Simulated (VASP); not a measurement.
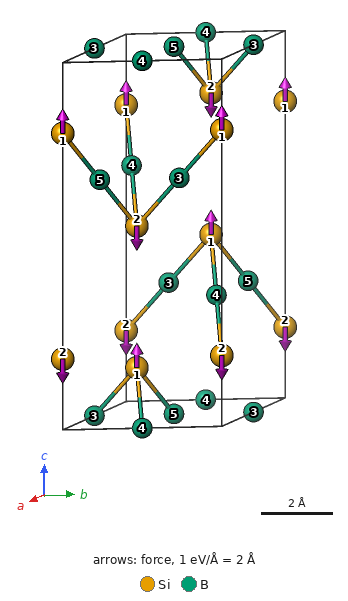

Starting geometry of a crystal of Si2B3 (a generated structure, set up in R-3m) with the computed forces as purple arrows. Style: ball-and-stick. Shown: the conventional cell (3 times the calculation's cell), slightly off an axis. Lengths and directions refer to the drawn axes.

The run lets cell and atoms move.

Level of theory: Kohn-Sham DFT of a periodic cell, PBE, VASP PAW PBE potentials, recommended (VASP 6.6.1).

Input
```
SYSTEM = Si2B3
ALGO = Fast
EDIFF = 1E-4
EDIFFG = -0.08
ENCUT = 520
GGA = PE
IBRION = 2
ISIF = 3
ISMEAR = 0
LASPH = .True.
LCHARG = .False.
LREAL = .False.
LWAVE = .False.
NELM = 60
NSW = 24
PREC = Normal
SIGMA = 0.15
```

Command:
```bash
cat potpaw_PBE.64/Si/POTCAR potpaw_PBE.64/B/POTCAR > POTCAR
mpirun -np 1 vasp_std > vasp.out
```

> Is this structure relaxed? If not, where do the atoms go?

It isn't relaxed: the largest force vector, on Si atoms, is 0.37 eV/Å. Measured relative to the changing cell, the final displacements run against the starting forces (cosine between the two patterns −1.00). The largest moves relative to the cell, 0.17 Å, are those of Si1 and Si2. Si1 goes along −c. B stays in place. The drawn cell changes as follows: a = b 4.571 → 3.537 Å (−22.6 %), c 10.685 → 15.538 Å (+45.4 %); the volume changes by −12.9 %. Near-neighbour distances that change, for instance: B3–B4 2.286 → 1.769 Å, Si1–Si2 2.698 → 2.341 Å, Si1–B3 1.998 → 2.261 Å. The space group stays R-3m (No. 166). After 22 geometry steps the energy has fallen by 727 meV per atom. The largest force component goes from 0.37 to 0.0095 eV/Å. The pressure goes from −3.22 to 0.27 GPa. At step 3 the optimiser overshot: the energy rose above the start, and later steps came back. The volume changes by over a tenth within one run on a fixed set of plane waves, so the end point should be relaxed again from the new cell.
